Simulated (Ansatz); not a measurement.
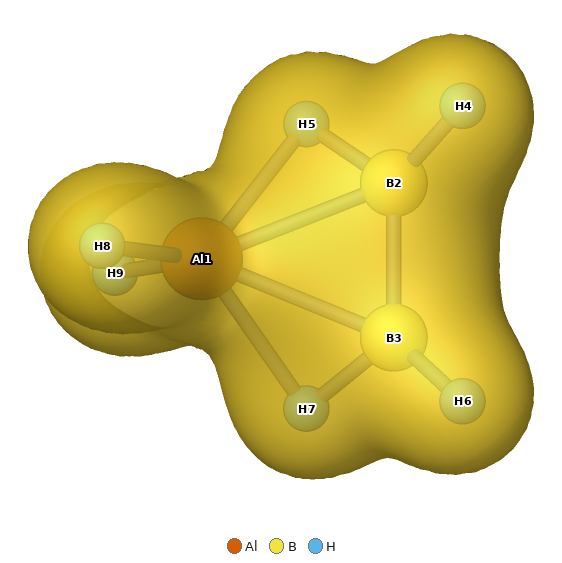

Figure. AlB$_{2}$H$_{6}$ (charge −1). Isosurface of the electron density at 0.15 e/Å³ (yellow), seen across its widest extent.

Geometry: PBE0-D3(BJ)/def2-SVPD.

Computed with Ansatz 0.2.0, isolated molecule in a Gaussian basis; Kohn-Sham density functional theory, functional PBE0.

Input

```
crystal:
  periodic: [false, false, false]
  atoms:
    - symbol: Al
      position_ang: [-2.418166, 0.382913, 1.616890]
    - symbol: B
      position_ang: [-0.478146, -0.090678, 0.837544]
    - symbol: B
      position_ang: [-1.615715, -0.189238, -0.286717]
    - symbol: H
      position_ang: [0.387881, -0.911936, 1.073501]
    - symbol: H
      position_ang: [-0.495870, 0.800886, 1.737232]
    - symbol: H
      position_ang: [-1.786067, -1.100172, -1.074949]
    - symbol: H
      position_ang: [-2.589853, 0.619368, -0.331826]
    - symbol: H
      position_ang: [-3.363576, -0.475549, 2.647716]
    - symbol: H
      position_ang: [-2.756467, 1.954054, 1.822124]
basis:
  gaussian: {orbitals: def2-TZVPD}
total_charge: -1
hamiltonian: {xc: {name: PBE0}}
output: {forces: true, orbitals: {seedname: orbitals}}
```

Run with:

```sh
ansatz run input.yaml --threads 2 --pin off --max-ram 4350MiB --events-out events.jsonl --progress --plain --runs-dir runs
```

**Which contacts does the surface bridge?**

At this value the surface is in one piece. It bridges the sampled Al···H (1.97 Å), B–B (1.60 Å), Al–B (2.14 Å) and B–H (1.22 Å) contacts, where the density stays above the isovalue. On the grid the lowest density along these lines, outside the cores, is 0.27 e/Å³ (Al···H, 1.97 Å), 1.1 e/Å³ (B–B, 1.60 Å), 0.39 e/Å³ (Al–B, 2.14 Å) and 1.1 e/Å³ (B–H, 1.22 Å).
